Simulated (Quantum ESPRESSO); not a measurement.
## CrPbO3: which magnetic order is lowest

A self-consistent run ends on one state, which hangs on the start. Several orders of CrPbO3 are started in Quantum ESPRESSO and their energies compared.

Program: Quantum ESPRESSO 7.5. Level of theory: PBEsol; plane waves with GBRV 1.5 PBEsol potentials, no spin-orbit coupling. Results are calculated unless marked as measured.

Experimental background.

“Unraveling structural, electronic, and magnetic ambiguities in Pb1-deltaCrO3 with an insulating charge-transfer band structure” (2024, arxiv:2410.11649) quotes from earlier work for PbCrO3, cubic perovskite (earlier literature sample): moment (ordered Cr moment from earlier neutron diffraction) 2.2 μB [literature value quoted from earlier neutron diffraction; measurement temperature not …].

## 1. Set-up

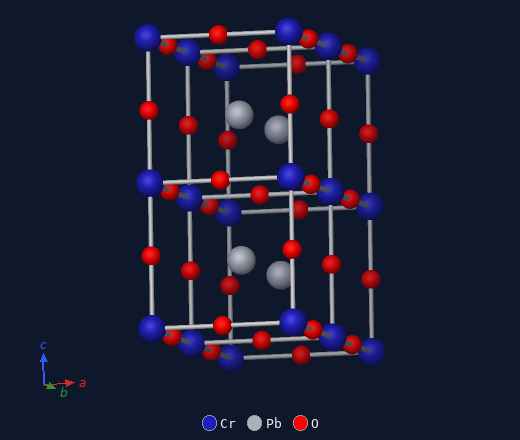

Start, viewed slightly off an axis; chromium blue, lead light grey, oxygen red. 1×2×2 cells are drawn. Some periodic images of atoms are drawn too.

The cell comes from Materials Project 2023-11-01, a database of computed structures, and need not be the stable phase.

## 2. Run 1 (ferro +)

The signs are those of the starting moments on the seeded atoms, the atoms that are given a moment.

File pw.in:

```
&CONTROL
  calculation = 'scf'
  prefix = 'pwscf'
  outdir = './tmp'
  pseudo_dir = './pseudo'
  disk_io = 'nowf'
/
&SYSTEM
  ibrav = 0
  celldm(1) = 8
  nat = 5
  ntyp = 3
  ecutwfc = 40
  ecutrho = 280
  nbnd = 34
  occupations = 'smearing'
  smearing = 'fd'
  degauss = 0.00367493
  nspin = 2
  starting_magnetization(1) = 0.2143
  starting_magnetization(2) = 0
  starting_magnetization(3) = 0
/
&ELECTRONS
  conv_thr = 1d-08
  electron_maxstep = 150
  mixing_beta = 0.3
/
ATOMIC_SPECIES
Cr     51.9961 cr_pbesol_v1.5.uspp.F.UPF
Pb    207.2000 pb_pbesol_v1.uspp.F.UPF
O      15.9990 o_pbesol_v1.2.uspp.F.UPF
CELL_PARAMETERS alat
   0.9475086788874    0.0000000000000    0.0000000000000
   0.0000000000000    0.9475086788874    0.0000000000000
   0.0000000000000    0.0000000000000    0.9475086788874
ATOMIC_POSITIONS crystal
Cr      0.0000000000    0.0000000000    0.0000000000
Pb      0.5000000000    0.5000000000    0.5000000000
O       0.0000000000    0.0000000000    0.5000000000
O       0.0000000000    0.5000000000    0.0000000000
O       0.5000000000    0.0000000000    0.0000000000
K_POINTS automatic
6 6 6 0 0 0
```

Started as:

```bash
$ OMP_NUM_THREADS=1 mpirun -n 4 pw.x -nk 4 -in pw.in > pw.out
```

The program printed:

```text
Program PWSCF v.7.5 starts

     Message from routine setup:
     using ibrav=0 with symmetry is DISCOURAGED, use correct ibrav instead

     K-points division:     npool     =       4
     Subspace diagonalization in iterative solution of the eigenvalue problem:

     G-vector sticks info
     --------------------
     sticks:   dense  smooth     PW     G-vecs:    dense   smooth      PW
     Sum        1281     733    225                34457    14795    2553

     Using Slab Decomposition

     bravais-lattice index     =            0
     lattice parameter (alat)  =       8.0000  a.u.
     unit-cell volume          =     435.5315 (a.u.)^3
     number of atoms/cell      =            5
     number of atomic types    =            3
     number of electrons       =        46.00
     number of Kohn-Sham states=           34
     kinetic-energy cutoff     =      40.0000  Ry
     charge density cutoff     =     280.0000  Ry
     scf convergence threshold =      1.0E-08
     mixing beta               =       0.3000
     number of iterations used =            8  plain     mixing
     Exchange-correlation= SLA  PW   PSX  PSC
                           (   1   4  10   8   0   0   0)

     celldm(1)=   8.000000  celldm(2)=   0.000000  celldm(3)=   0.000000
     celldm(4)=   0.000000  celldm(5)=   0.000000  celldm(6)=   0.000000

     crystal axes: (cart. coord. in units of alat)
               a(1) = (   0.947509   0.000000   0.000000 )
               a(2) = (   0.000000   0.947509   0.000000 )
               a(3) = (   0.000000   0.000000   0.947509 )

     reciprocal axes: (cart. coord. in units 2 pi/alat)
               b(1) = (  1.055399  0.000000  0.000000 )
               b(2) = (  0.000000  1.055399  0.000000 )
               b(3) = (  0.000000  0.000000  1.055399 )

     PseudoPot. # 1 for Cr read from file:
     cr_pbesol_v1.5.uspp.F.UPF
     Pseudo is Ultrasoft + core correction, Zval = 14.0
     Generated by new atomic code, or converted to UPF format
     Using radial grid of  857 points,  6 beta functions with:
                l(1) =   0
                l(2) =   0
                l(3) =   1
                l(4) =   1
                l(5) =   2
                l(6) =   2
     Q(r) pseudized with  8 coefficients,  rinner =    0.950   0.950   0.950
                                                       0.950   0.950

     PseudoPot. # 2 for Pb read from file:
     pb_pbesol_v1.uspp.F.UPF
     Pseudo is Ultrasoft + core correction, Zval = 14.0
     Generated by new atomic code, or converted to UPF format
     Using radial grid of  899 points,  6 beta functions with:
                l(1) =   0
                l(2) =   0
                l(3) =   1
                l(4) =   1
                l(5) =   2
                l(6) =   2
     Q(r) pseudized with  6 coefficients,  rinner =    1.000   1.000   1.000
                                                       1.000   1.000

     PseudoPot. # 3 for O  read from file:
     o_pbesol_v1.2.uspp.F.UPF
     Pseudo is Ultrasoft + core correction, Zval =  6.0
     Generated by new atomic code, or converted to UPF format
     Using radial grid of  737 points,  5 beta functions with:
                l(1) =   0
                l(2) =   0
                l(3) =   1
                l(4) =   1
                l(5) =   2
     Q(r) pseudized with  8 coefficients,  rinner =    0.900   0.900   0.900
                                                       0.900   0.900

     atomic species   valence    mass     pseudopotential
     Cr               14.00    51.99610     Cr( 1.00)
     Pb               14.00   207.20000     Pb( 1.00)
     O                 6.00    15.99900     O ( 1.00)

     Starting magnetic structure
     atomic species   magnetization
     Cr              0.214
     Pb              0.000
     O               0.000

     48 Sym. Ops., with inversion, found

   Cartesian axes

     site n.     atom                  positions (alat units)
         1        Cr     tau(   1) = (   0.0000000   0.0000000   0.0000000  )
         2        Pb     tau(   2) = (   0.4737543   0.4737543   0.4737543  )
         3        O      tau(   3) = (   0.0000000   0.0000000   0.4737543  )
         4        O      tau(   4) = (   0.0000000   0.4737543   0.0000000  )
         5        O      tau(   5) = (   0.4737543   0.0000000   0.0000000  )

     number of k points=    20  Fermi-Dirac smearing, width (Ry)=  0.0037
                       cart. coord. in units 2pi/alat
        k(    1) = (   0.0000000   0.0000000   0.0000000), wk =   0.0046296
        k(    2) = (   0.0000000   0.0000000   0.1758999), wk =   0.0277778
        k(    3) = (   0.0000000   0.0000000   0.3517998), wk =   0.0277778
        k(    4) = (   0.0000000   0.0000000  -0.5276997), wk =   0.0138889
        k(    5) = (   0.0000000   0.1758999   0.1758999), wk =   0.0555556
        [... 15 further k-points ...]

     Dense  grid:    34457 G-vectors     FFT dimensions: (  45,  45,  45)

     Smooth grid:    14795 G-vectors     FFT dimensions: (  32,  32,  32)

     Check: negative core charge=   -0.000005
     Generating pointlists ...
     new r_m :   0.1954 (alat units)  1.5634 (a.u.) for type    1
     new r_m :   0.2764 (alat units)  2.2110 (a.u.) for type    2
     new r_m :   0.1954 (alat units)  1.5634 (a.u.) for type    3

     Initial potential from superposition of free atoms

     starting charge      44.9979, renormalised to      46.0000

     negative rho (up, down):  8.738E-03 8.436E-03
     Starting wfcs are   31 randomized atomic wfcs +    3 random wfcs

     Self-consistent Calculation

     iteration #  1     ecut=    40.00 Ry     beta= 0.30
     Davidson diagonalization with overlap
     ethr =  1.00E-02,  avg # of iterations =  4.6

     negative rho (up, down):  7.842E-03 8.056E-03

     total energy              =    -435.68447745 Ry
     estimated scf accuracy    <       1.65204312 Ry

     total magnetization       =     2.00 Bohr mag/cell
     absolute magnetization    =     2.17 Bohr mag/cell

     iteration #  2     ecut=    40.00 Ry     beta= 0.30
     Davidson diagonalization with overlap
     ethr =  3.59E-03,  avg # of iterations =  1.8

     negative rho (up, down):  7.519E-03 7.933E-03

     total energy              =    -435.56569883 Ry
     estimated scf accuracy    <       3.78520160 Ry

     total magnetization       =     2.57 Bohr mag/cell
     absolute magnetization    =     2.79 Bohr mag/cell

     iteration #  3     ecut=    40.00 Ry     beta= 0.30
     Davidson diagonalization with overlap
     ethr =  3.59E-03,  avg # of iterations =  1.6

     negative rho (up, down):  7.075E-03 7.928E-03

     total energy              =    -436.04374804 Ry
     estimated scf accuracy    <       0.32892374 Ry

     total magnetization       =     2.00 Bohr mag/cell
     absolute magnetization    =     2.21 Bohr mag/cell

     [... further iterations left out ...]

     iteration # 10     ecut=    40.00 Ry     beta= 0.30
     Davidson diagonalization with overlap
     ethr =  8.41E-09,  avg # of iterations =  6.3

     negative rho (up, down):  6.883E-03 9.238E-03

     total energy              =    -436.06030755 Ry
     estimated scf accuracy    <       0.00001793 Ry

     total magnetization       =     2.00 Bohr mag/cell
     absolute magnetization    =     2.33 Bohr mag/cell

     iteration # 11     ecut=    40.00 Ry     beta= 0.30
     Davidson diagonalization with overlap
     ethr =  8.41E-09,  avg # of iterations =  2.1

     negative rho (up, down):  6.884E-03 9.237E-03

     total energy              =    -436.06031031 Ry
     estimated scf accuracy    <       0.00000059 Ry

     total magnetization       =     2.00 Bohr mag/cell
     absolute magnetization    =     2.32 Bohr mag/cell

     iteration # 12     ecut=    40.00 Ry     beta= 0.30
     Davidson diagonalization with overlap
     ethr =  1.29E-09,  avg # of iterations =  1.4

     negative rho (up, down):  6.884E-03 9.236E-03

     total energy              =    -436.06031041 Ry
     estimated scf accuracy    <       0.00000014 Ry

     total magnetization       =     2.00 Bohr mag/cell
     absolute magnetization    =     2.32 Bohr mag/cell

     iteration # 13     ecut=    40.00 Ry     beta= 0.30
     Davidson diagonalization with overlap
     ethr =  3.01E-10,  avg # of iterations =  1.6

     negative rho (up, down):  6.883E-03 9.235E-03

     Magnetic moment per site  (integrated on atomic sphere of radius R)
     atom   1 (R=0.195)  charge= 10.8334  magn=  1.8097
     atom   2 (R=0.276)  charge= 11.2768  magn= -0.0072
     atom   3 (R=0.195)  charge=  5.3826  magn= -0.0491
     atom   4 (R=0.195)  charge=  5.3826  magn= -0.0491
     atom   5 (R=0.195)  charge=  5.3826  magn= -0.0491

     End of self-consistent calculation

     [... lines left out ...]
     the Fermi energy is    10.2045 ev

!    total energy              =    -436.06031051 Ry
     estimated scf accuracy    <          1.6E-09 Ry
     smearing contrib. (-TS)   =      -0.00218794 Ry
     internal energy E=F+TS    =    -436.05812257 Ry

     The total energy is F=E-TS. E is the sum of the following terms:
     one-electron contribution =    -135.64159879 Ry
     hartree contribution      =      96.37803455 Ry
     xc contribution           =    -106.45776861 Ry
     ewald contribution        =    -290.33678971 Ry

     total magnetization       =     2.00 Bohr mag/cell
     absolute magnetization    =     2.32 Bohr mag/cell

     convergence has been achieved in  13 iterations

=------------------------------------------------------------------------------=
   JOB DONE.
=------------------------------------------------------------------------------=
```

Run time: 12 s. Hardware: 4 MPI ranks of Arm Neoverse V2, shared host; peak memory 0.42 GiB.

Spin moment in the atom's sphere by atom:

```tsv
atom	spin moment in the atom's sphere (μB)
Cr1	1.81
Pb2	-0.01
O3	-0.05
O4	-0.05
O5	-0.05
```

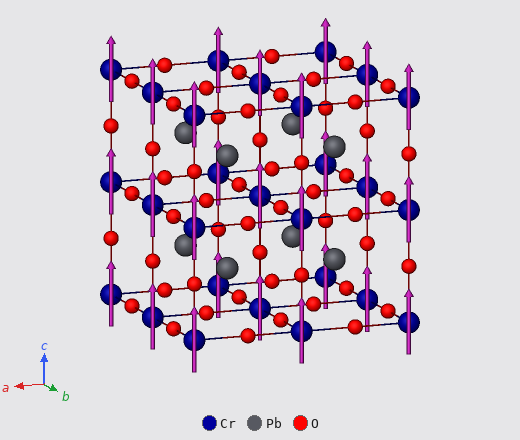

Spin moment in the atom's sphere as arrows, the longest 1.81 μB. Up and down stand for the sign. Arrows give size and sign along the axis of quantisation, drawn up and down the page. 2×2×2 cells are drawn. Some periodic images of atoms are drawn too.

This step gave:

| Quantity | Value |
| --- | --- |
| smearing term TS | 0.02977 eV |
| magnetization | 2 μB |
| absolute magnetization | 2.324 μB |
| final state | ferromagnetic |

[end of part 1 of 2]

[Logs and program files are shortened in this print: banners, set-up blocks, solver, clock and traceback lines can be left out without a mark of their own.]

[Logs are printed without paths, hosts, clocks, repeated set-up lines and the standing remarks that a program may print on its own settings, such as how far it seeks lower states.]

[Hosts, paths, dates, database ids (printed as entryN), source tags and the programs' standing remarks are cut or masked in the printed files.]

[Where a cell is said to come from a database of computed structures, the database is the Materials Project.]
